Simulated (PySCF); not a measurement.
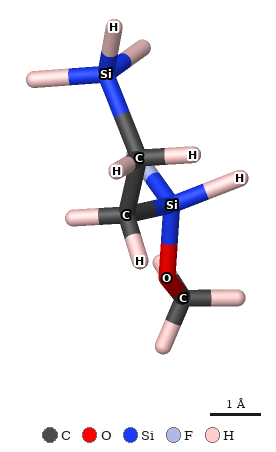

C3H11FOSi2, before the relaxation. The picture is a stick view, seen from a free direction.

The start comes from GFN2-xTB. Its atoms were then displaced at random by about 0.01 Å.

Method: PBE0-D3(BJ)/def2-SVP geometry optimisation, gas phase (PySCF 2.14.0, density-fitted response routines).

```xyz
18

C     3.4785   -0.2359    0.0937
O     2.1479   -0.6174   -0.2272
Si    0.7315    0.0024    0.2736
F     0.8360    1.6093    0.0417
C    -0.5417   -0.8180   -0.8349
C    -1.9808   -0.6668   -0.3250
Si   -2.6389    1.1059   -0.3277
H     3.5779    0.8774   -0.0070
H     4.1356   -0.6973   -0.5872
H     3.7070   -0.5066    1.1207
H     0.5407   -0.0890    1.7310
H    -0.4660   -0.3888   -1.8235
H    -0.3252   -1.8620   -0.9326
H    -2.6436   -1.2888   -0.9396
H    -2.0498   -1.0943    0.6867
H    -4.0753    1.0613    0.0196
H    -2.5019    1.6873   -1.6718
H    -1.9594    1.9334    0.6647
```

Where does the relaxation end?

Over 13 geometry steps the energy falls by 0.217 eV. H11 moves most after the best rigid fit: 0.28 Å. Largest moves by element: H 0.28 Å, O 0.22 Å, F 0.21 Å, Si 0.10 Å, C 0.07 Å. Near-neighbour distances that change, for instance: C1–H9 1.053 → 1.100 Å, C5–H13 1.071 → 1.104 Å, Si7–H18 1.460 → 1.493 Å, C5–H12 1.080 → 1.105 Å. Among the angles between lasting bonds that change: F4–Si3–C5 113.0° → 108.5°, C1–O2–Si3 130.1° → 126.0°, H9–C1–H10 111.8° → 108.0°. Groups turn about C1–O2 by about 25°.

Step by step:

```
step  E − E(0), eV
   0        0.0000
   1       -0.1753
   2       -0.2025
   3       -0.2059
   4       -0.2076
   5       -0.2093
   6       -0.2105
   7       -0.2116
   8       -0.2125
   9       -0.2135
  10       -0.2149
  11       -0.2159
  12       -0.2163
  13       -0.2165
```

Final geometry:

```xyz
18

C     3.4855   -0.1679    0.0762
O     2.2223   -0.5323   -0.4125
Si    0.7705   -0.0514    0.1998
F     0.6301    1.5651    0.0271
C    -0.5632   -0.8693   -0.8013
C    -2.0013   -0.6470   -0.3158
Si   -2.6524    1.1338   -0.2947
H     3.7194    0.8854   -0.1545
H     4.2463   -0.8024   -0.4020
H     3.5629   -0.3064    1.1702
H     0.7090   -0.3037    1.6675
H    -0.4370   -0.5016   -1.8353
H    -0.3253   -1.9470   -0.8379
H    -2.7002   -1.2151   -0.9542
H    -2.1381   -1.0581    0.7003
H    -4.1350    1.0856   -0.0983
H    -2.3621    1.8101   -1.5959
H    -2.0589    1.9343    0.8165
```

After the run, drawn alike:

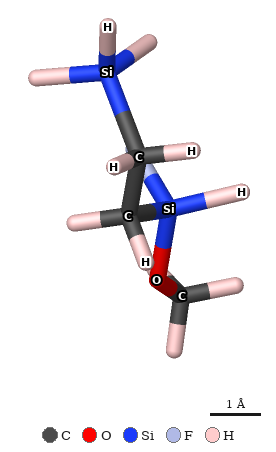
